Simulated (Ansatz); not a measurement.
## A computed series for CoO: response to strain

Base system: CoO in the rock salt structure (space group Fm-3m, No. 225; a = 4.247 Å; ferromagnetic; relaxed with 0.1 eV smearing).

Strains are applied to the cell and any free atomic positions relax.

Calculations: PBE (Ansatz, a first-principles code; PAW; 420 eV plane waves; spin-orbit coupling left out).

Notes on the quantities. energy relative to the base: free energy F.

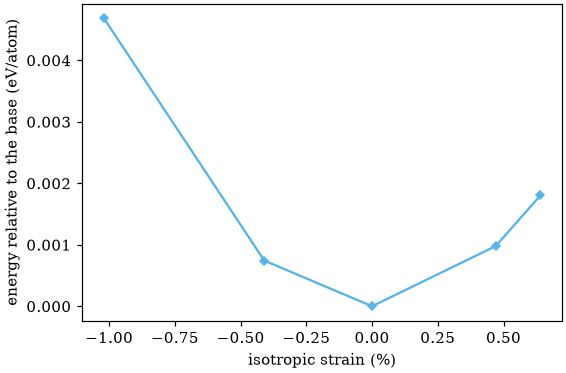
Energy relative to the base against isotropic strain

Question: From the plot, what is the energy relative to the base for isotropic strain −0.41 %?

Answer: About 0.0007 eV/atom.

Question: Is the trend monotonic over the range shown?

Answer: No, it turns within the range, spanning 0 meV/atom to +4.7 meV/atom.

Stability against distortions was not tested. No Hubbard U is applied and the magnetic state is the run's own (CoO ferromagnetic); small cells can't hold the antiferromagnetic order that many such compounds have, so gaps and moments can be off. In its common phase, real CoO is an antiferromagnetic insulator at low temperature.
